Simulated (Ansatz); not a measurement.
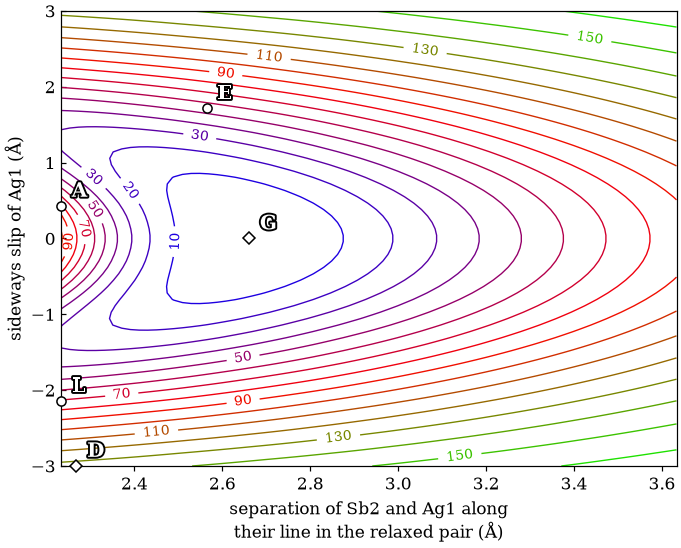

AgH₃Sb, charge +1. The first coordinate is: separation of Sb2 and Ag1 along their line in the relaxed pair; the second: sideways slip of Ag1. Nothing is relaxed (both partners rigid). Grid: 15 × 15 points. Points are written as (first, second). Energies are in kJ/mol, from the lowest grid point. The calculation used Ansatz, RKS PBE0-D4/def2-SVPD.

In the figure: contour lines labelled in kJ/mol, lettered points. Between grid points the surface is interpolated.

**Is L the lowest point of the computed grid?**

No. L lies 71 kJ/mol above the lowest grid point, which is at (2.661 Å, 0.00 Å).

**What kind of point is each of E, G: minimum, saddle, maximum or slope?**

E: on a slope; G: minimum. (In these two coordinates alone; a stationary point may lie a little off the grid point.)

**Rank the lettered points by energy, lowest first.**

G (0 kJ/mol), E (55 kJ/mol), L (71 kJ/mol), A (81 kJ/mol), D (134 kJ/mol).
